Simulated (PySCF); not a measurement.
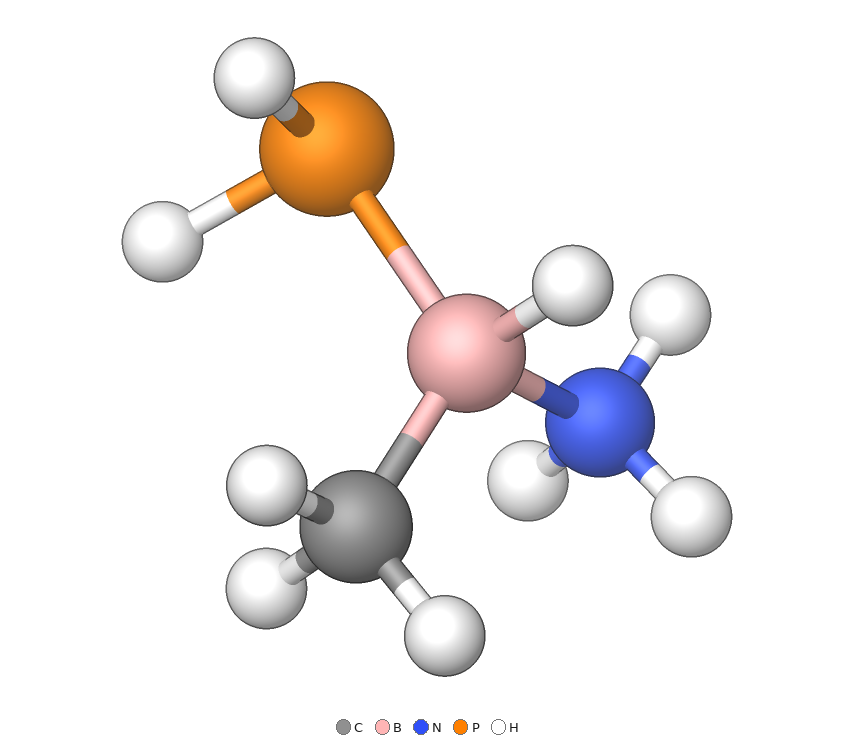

A ball-and-stick model of a molecule.

The geometry was computed by an optimisation with PBE0-D3(BJ)/def2-SVP. No frequency run is at hand to confirm it as a minimum.

Count the atoms of each element.

Answer. CH9BNP, 13 atoms: 1 carbon, 9 hydrogen, 1 boron, 1 nitrogen and 1 phosphorus.

Write the SMILES.

Answer. C[B@@H-]([NH3+])P

What is the point group of this geometry?

Answer. C1.

How many bonds of each kind are drawn?

Answer. 3 C–H, 3 N–H, 2 P–H, 1 C–B, 1 B–N, 1 B–P, 1 B–H.

Does it have rings?

Answer. It has no ring.

More results for the same structure follow; atom numbers are the same in all pictures, views and colours differ.

## Dipole moment

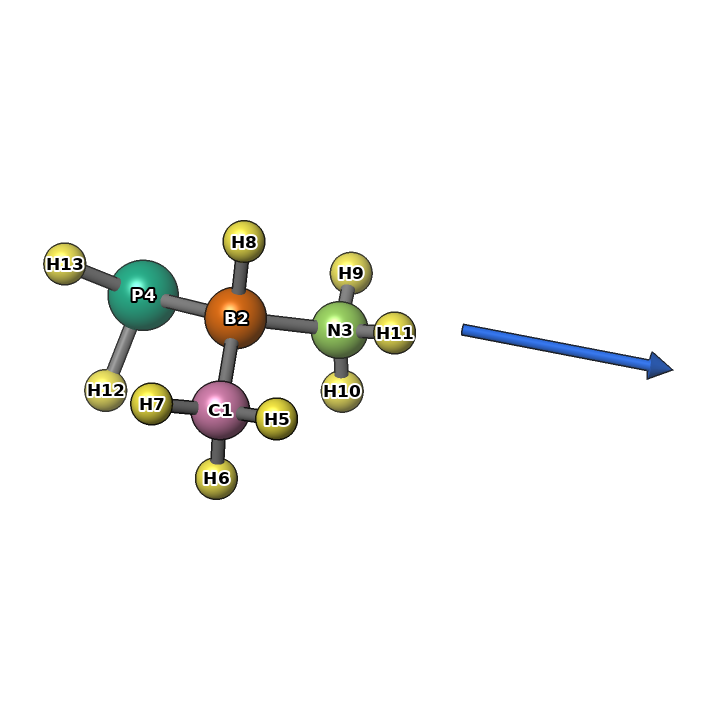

The arrow beside the molecule shows the direction of the dipole moment, from the negative to the positive end (its length means nothing). No frequency run is at hand to confirm it as a minimum. Level of theory: WP04/pcSseg-2, gas phase (PySCF 2.14.0).

How large is the dipole moment?

Answer. 5.24 D; it points from the side of H13 to the side of H11 (the outermost atoms at the two ends).

## Quadrupole coupling

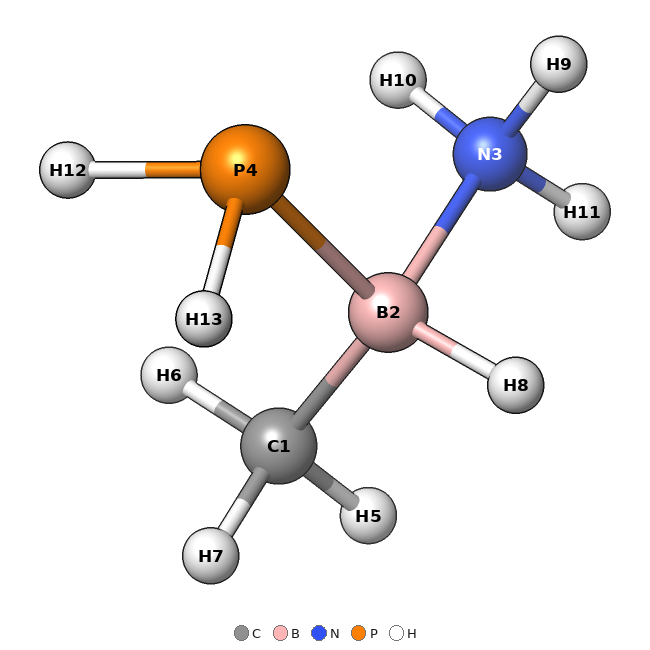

No frequency run is at hand to confirm it as a minimum. Electric field gradients from the ground-state density, PBE0/6-31G (PySCF 2.14.0), non-relativistic apart from any core potentials.

Give the largest field-gradient component, the quadrupole coupling constant and the asymmetry for 11B at B2 (Q = 40.59 mb), 14N at N3 (Q = 20.44 mb), 2H at H5 (Q = 2.86 mb), 2H at H6 (Q = 2.86 mb), 2H at H7 (Q = 2.86 mb), 2H at H8 (Q = 2.86 mb).

| atom | V_zz (a.u.) | e²qQ/h (MHz) | η |
| --- | --- | --- | --- |
| B2 | 0.218 | 2.08 | 0.55 |
| N3 | −0.436 | −2.09 | 0.07 |
| H5 | 0.304 | 0.204 | 0.02 |
| H6 | 0.305 | 0.205 | 0.02 |
| H7 | 0.310 | 0.209 | 0.02 |
| H8 | 0.199 | 0.134 | 0.09 |

## Charges

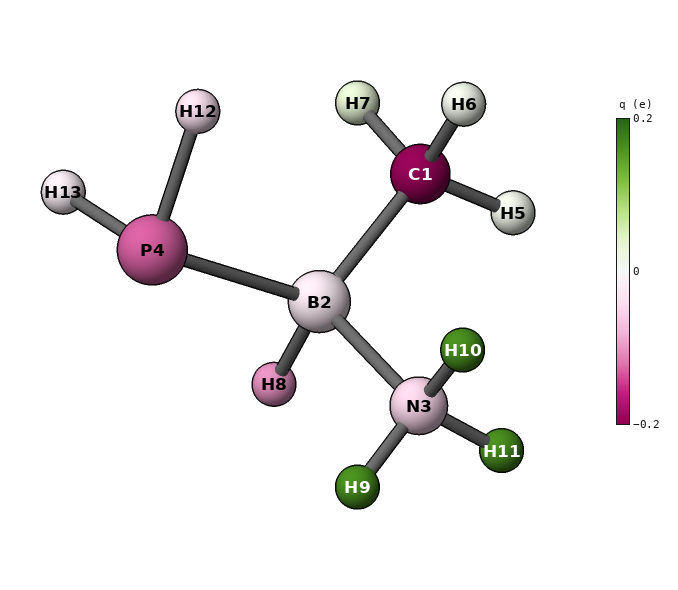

Atoms are coloured by their Hirshfeld charges. No frequency run is at hand to confirm it as a minimum. Level of theory: PBE0/6-31G, gas phase (PySCF 2.14.0).

Give the Hirshfeld charges atom by atom.

```tsv
atom	value (e)
C1	−0.19
B2	−0.02
N3	−0.05
P4	−0.13
H5	0.01
H6	0.01
H7	0.03
H8	−0.10
H9	0.16
H10	0.16
H11	0.16
H12	−0.03
H13	−0.01
```
